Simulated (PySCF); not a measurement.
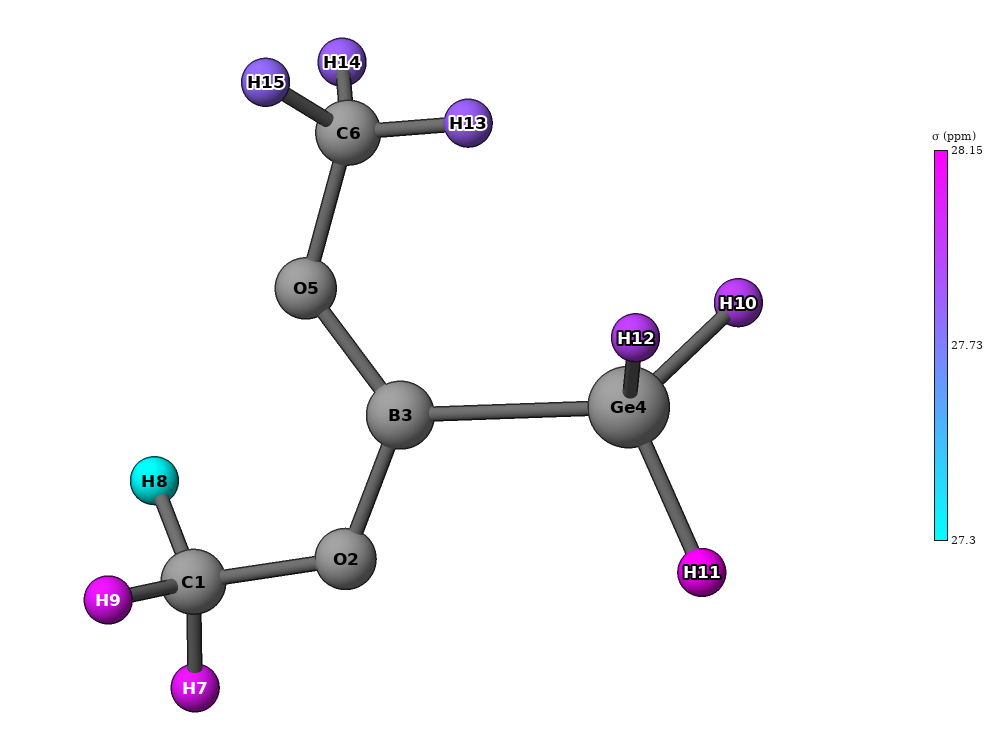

Atoms are coloured by their isotropic NMR shieldings (H only, the others grey). Computed geometry: PBE0-D3(BJ)/def2-SVP optimisation. No frequency run is at hand to confirm it as a minimum. Method: GIAO PBE0/def2-SVP NMR shielding, non-relativistic, gas phase (PySCF 2.14.0).

Give the isotropic NMR shieldings of the H atoms atom by atom.

| atom | σ (ppm) |
| --- | --- |
| H7 | 28.08 |
| H8 | 27.30 |
| H9 | 28.08 |
| H10 | 27.93 |
| H11 | 28.14 |
| H12 | 27.94 |
| H13 | 27.83 |
| H14 | 27.82 |
| H15 | 27.79 |
